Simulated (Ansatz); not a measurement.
```sh
ansatz run in.yaml --threads 2 --pin off --events-out ev --progress --plain --max-ram 5222MiB
```

```yaml
crystal:
  periodic: [false, false, false]
  atoms:
    - {symbol: F, position_ang: [-0.619246, 0.288472, -1.655601]}
    - {symbol: F, position_ang: [0.546856, -0.354240, -2.001542]}
    - {symbol: F, position_ang: [-0.087405, 0.163426, 4.038138]}
    - {symbol: F, position_ang: [0.273371, 0.005530, 5.356727]}
basis:
  gaussian: {orbitals: "def2-TZVPPD.json"}
hamiltonian: {xc: pbe, dispersion: d4}
```

Geometry: a pair of rigid molecules at a changed separation.

Work out the structure from the coordinates.

Formula F4. SMILES: `FF.FF`. Judged by distances it falls into 2 fragments: F2, F2. All atoms lie on one plane.

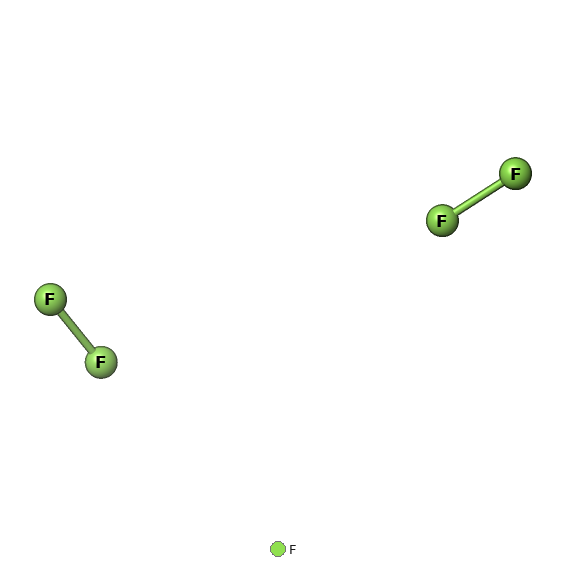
